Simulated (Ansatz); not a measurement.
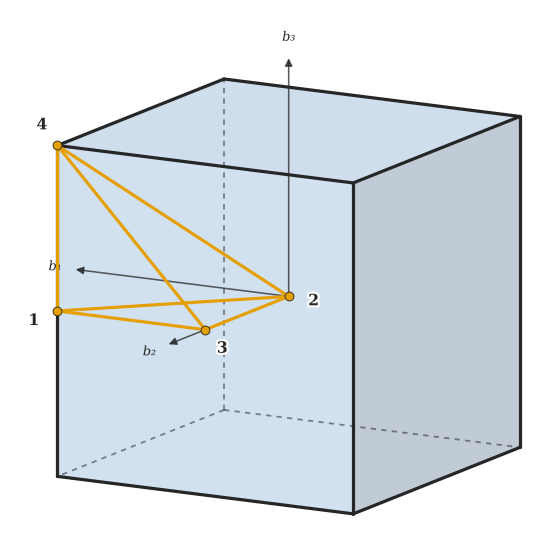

Crystal: NiBr3, coordinates from a relaxation with DFT PBE, scalar-relativistic, plane waves, PAW in Ansatz; the starting structure was generated, so it need not be a known form of this composition. The first Brillouin zone of a simple cubic lattice (cP; extended symbol cP2) is drawn with its special points numbered. Symmetry computed with spglib at a tolerance of 0.002 Å; standard conventional cell.

a = 4.920 Å, b = 4.920 Å, c = 4.920 Å, α = 90.00°, β = 90.00°, γ = 90.00°.

Labels and path follow the convention of Hinuma et al. (2017), as computed by seekpath; the arrows show the directions of the reciprocal primitive vectors b₁, b₂, b₃, in which coordinates are given.

### Which special point is each number?

```tsv
no.	label	coordinates
1	M	(1/2, 1/2, 0)
2	Γ	(0, 0, 0)
3	X	(0, 1/2, 0)
4	R	(1/2, 1/2, 1/2)
```
